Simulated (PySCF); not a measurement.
Input

```
{"job": {"kind": "uv", "xc": "CAM-B3LYP", "basis": "def2-SVPD", "nstates": 8, "ntriplets": 3}, "charge": 0, "multiplicity": 1}
F      1.637133    -1.264352     0.689796
Ge     0.964093     0.240705     0.120747
C     -0.986466    -0.169571    -0.031737
Cl    -1.907906     1.338353     0.073550
Cl    -1.230937    -0.940969    -1.604742
H      1.606359     0.439172    -1.216640
H      1.306371     1.210518     1.217213
H     -1.379592    -0.844445     0.727247
```

Launched as:

```sh
OMP_NUM_THREADS=1 python probes_run.py task.json out
```

Geometry: GFN2-xTB.

These are results of PySCF 2.14.0, CAM-B3LYP/def2-SVPD, SCF density, gas phase, not measurements.

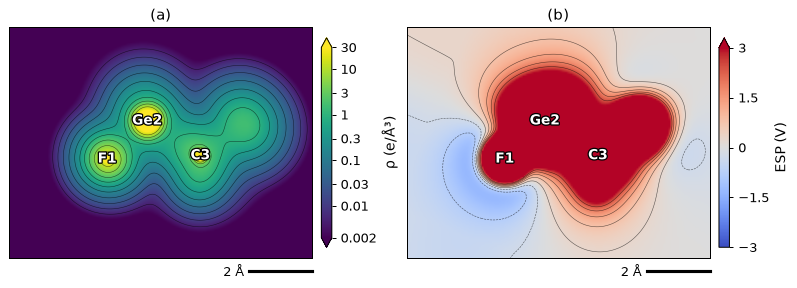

CH3Cl2FGe. (a) total electron density; (b) electrostatic potential on the plane of atoms F1, Ge2 and C3.

Describe what can be read from this map.

- Atoms in the plane: F, Ge and C.
- Ge–F (1.74 Å): the density is about 0.89 e/Å³ at the midpoint.
- C–Ge (2.00 Å): ρ at the midpoint is about 0.86 e/Å³.
- Outside the dense part of the molecule the potential is most negative (−1.3 V) near F1.
